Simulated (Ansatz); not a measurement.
## Electronic structure of Br2ClIn (SMILES [Cl][In]([Br])[Br]) in real space

Input

```
crystal:
  periodic: [false, false, false]
  atoms:
    - symbol: Br
      position_ang: [2.182269, -0.782445, 0.773962]
    - symbol: Br
      position_ang: [-0.226759, 1.782973, -1.656238]
    - symbol: Cl
      position_ang: [-1.938355, -0.991756, 0.874538]
    - symbol: In
      position_ang: [-0.017145, -0.008772, 0.007738]
basis:
  gaussian:
    orbitals: def2-TZVPD
hamiltonian:
  xc: pbe0
output:
  forces: true
  orbitals: {seedname: orbitals}
```

Command:

```sh
ansatz run input.yaml --threads 2 --pin off --max-ram 5220MiB --events-out events.jsonl --progress --plain --runs-dir runs
```

Geometry: PBE0-D4/def2-SVP; core potentials replace the inner electrons of In.

Level of theory: isolated molecule in a Gaussian basis; Kohn-Sham density functional theory, functional PBE0 (Ansatz).

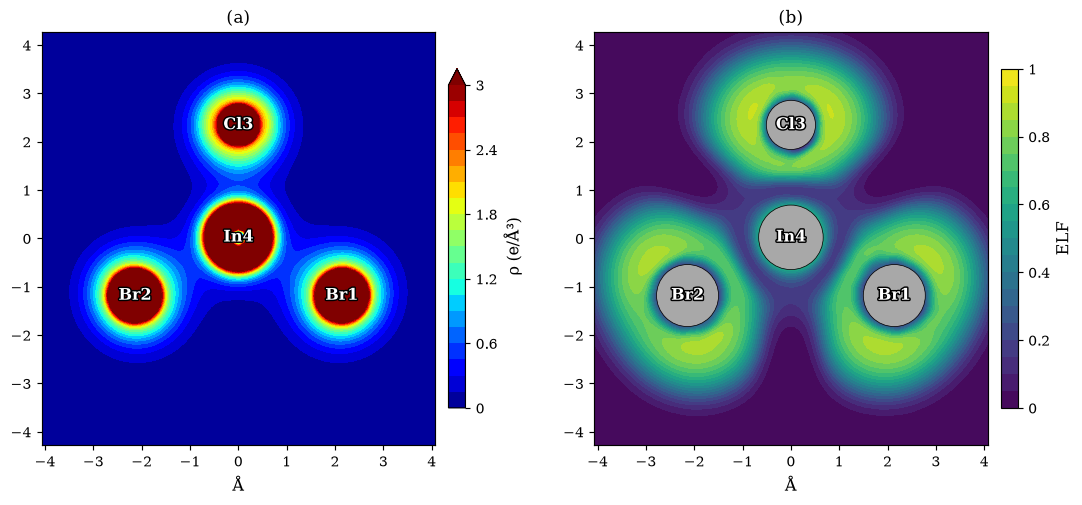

Figure 1. (a) electron density; (b) electron localisation function on the molecular plane. Grey discs cover the atomic cores in the ELF map.

Describe what can be read from this map.

Answer. Atoms in the plane: Br, Cl and In. In–Cl (2.33 Å): the density is about 0.59 e/Å³ at the midpoint; the ELF peaks at about 0.80 in the valence shell of Cl, 0.8 Å from its nucleus, and drops to about 0.15 between the two atoms. In–Br (2.45 Å): ρ is about 0.54 e/Å³ halfway; the ELF peaks at about 0.75 in the valence shell of Br, 1.0 Å from its nucleus, and drops to about 0.20 between the two atoms. The ELF also peaks beside Br1, Br2 and Cl3, away from the bonds: lone-pair regions.

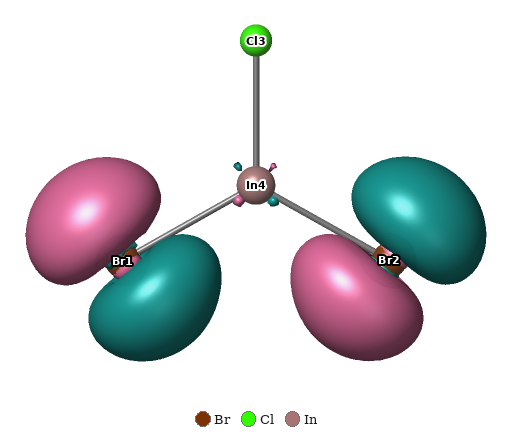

Figure 2. The HOMO at ±0.1 Å⁻³ᐟ² (teal and pink are the two phases), seen across its widest extent.

Describe this orbital and give its energy.

Answer. It lies mainly on Br1 (about 45 %) and Br2 (about 45 %); it is symmetric in the molecular plane (an in-plane orbital: σ, lone-pair or in-plane π type); largely a combination of lone pairs on Br1 and Br2. Its energy is −8.87 eV.
